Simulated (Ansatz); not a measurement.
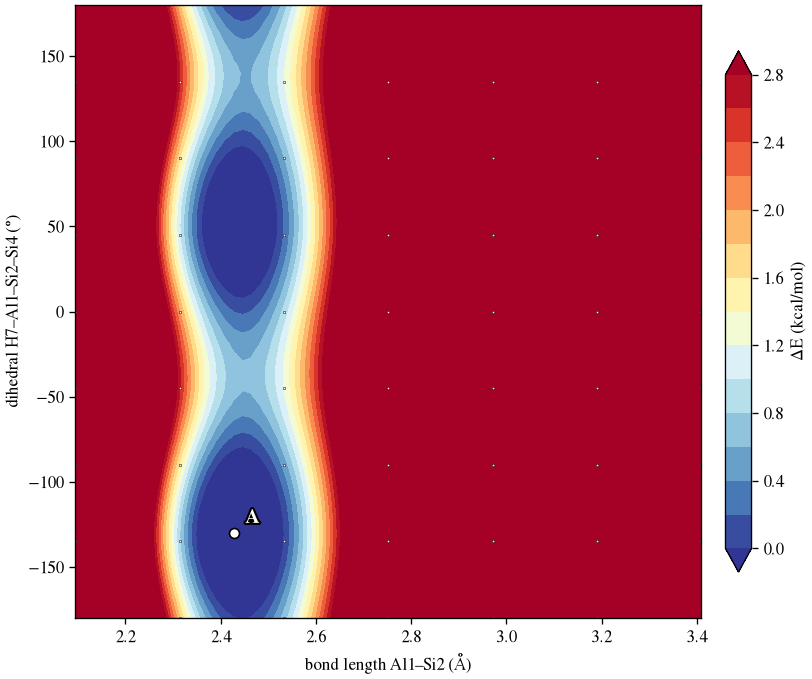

AlCl2H3SSi2, SMILES [AlH2][SiH]1S[Si]1(Cl)Cl. First axis: bond length Al1–Si2. Second axis: dihedral H7–Al1–Si2–Si4. Nothing is relaxed (all other coordinates rigid). Grid: 7 × 8 points. Points are written as (first, second). All energies are given in kcal/mol relative to the lowest grid point. These are results of RKS PBE0-D4/def2-SVP (Ansatz 0.2.0), not measurements.

The picture shows filled contours, dots at the grid points, one colour for all values above the top of the scale, the point A. Between grid points the surface is interpolated.

Question: What is the easiest way out of the well at A, and how high is the barrier?

Answer: The easiest path leads from the well at about (2.43 Å, −130°) to the well at about (2.43 Å, 50°), about 0.21 kcal/mol higher (on a rigid scan; wells that are mirror images or exchange like atoms can differ by this much). Its highest point lies about 1.4 kcal/mol above the bottom of the first well on the interpolated surface, at about (2.45 Å, 140°). Seen from the upper well the barrier is about 1.2 kcal/mol. The start is the relaxed structure and all else is held, so a fully relaxed path at this level can only be lower.

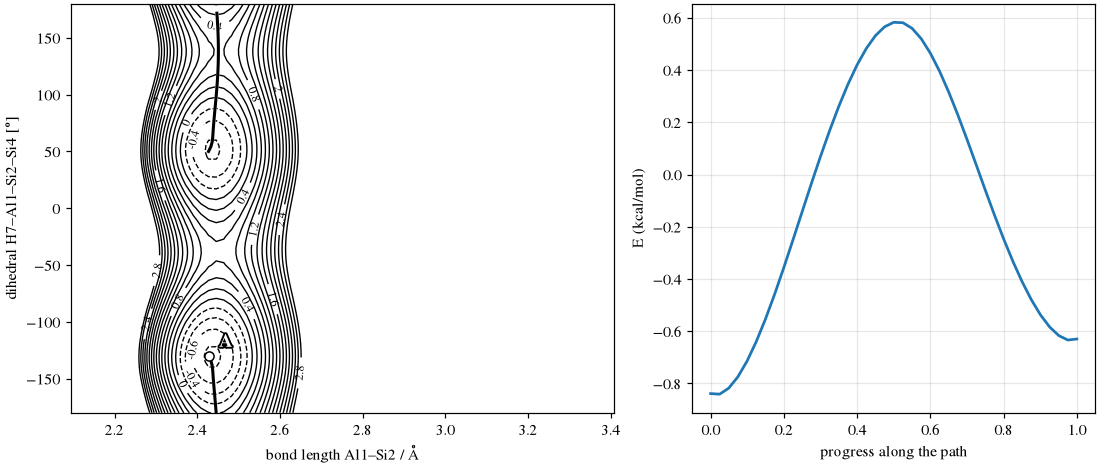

The picture shows contour lines labelled in kcal/mol (none above 2.8), a line along the lowest path, the energy along the path at the right. Between grid points the surface is interpolated.
